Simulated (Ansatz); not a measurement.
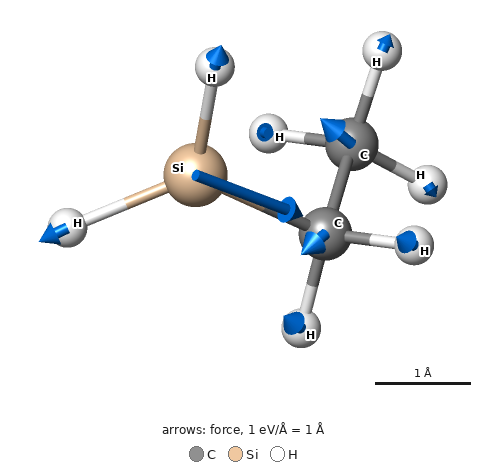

Starting geometry of C₂H₇Si (charge +1) with the computed forces as blue arrows. The picture is a ball-and-stick view, seen from a free direction.

These are results of RKS PBE0-D4/def2-TZVP (Ansatz), not measurements.

The input:
```yaml
crystal:
  periodic: [false, false, false]
  atoms:
    - {symbol: C, position_ang: [-0.921040, 0.562500, -0.684950]}
    - {symbol: C, position_ang: [-0.177250, -0.644310, -0.068400]}
    - {symbol: Si, position_ang: [1.335740, -0.152740, 0.931760]}
    - {symbol: H, position_ang: [-1.779470, 0.198820, -1.242880]}
    - {symbol: H, position_ang: [-0.287210, 1.117450, -1.369930]}
    - {symbol: H, position_ang: [-1.281640, 1.242010, 0.081230]}
    - {symbol: H, position_ang: [0.109780, -1.320750, -0.884920]}
    - {symbol: H, position_ang: [-0.884040, -1.202780, 0.561890]}
    - {symbol: H, position_ang: [1.330360, -0.124810, 2.389740]}
    - {symbol: H, position_ang: [2.554770, 0.324590, 0.286470]}
basis:
  gaussian: {orbitals: def2-TZVP}
total_charge: 1
hamiltonian: {xc: pbe0, dispersion: d4}
relax: {f_tol: 0.005, max_steps: 200}
```

Launched with:
```bash
ansatz run in.yaml --threads 2 --pin off --events-out ev --progress --plain --max-ram 4352MiB
```

**What follows when this structure is relaxed?**

It isn't relaxed: the largest force vector, on Si3, is 1.55 eV/Å. The final displacements have little in common with the starting forces (cosine between the two patterns 0.05). The atom that moves furthest after the best rigid fit is H4 (1.17 Å). By element the largest moves are H 1.17 Å, Si 0.40 Å, C 0.37 Å. Some distances before and after: Si3–H6 3.085 → 1.898 Å, C1–Si3 2.867 → 2.175 Å, C2–Si3 1.879 → 1.801 Å, C1–H6 1.086 → 1.156 Å. Bond angles that change, for instance: C1–C2–Si3 113.3° → 80.4°, H5–C1–H6 108.6° → 101.0°, H4–C1–H6 108.0° → 101.0°. Groups turn about C1–C2 by about 60°. Over 18 accepted moves (19 points after the start) the energy falls by 32.2 kJ/mol. Largest force component: 1.2 eV/Å at the start, 0.00085 eV/Å at the end. The line search rejected the trial step at point 18 of the run.
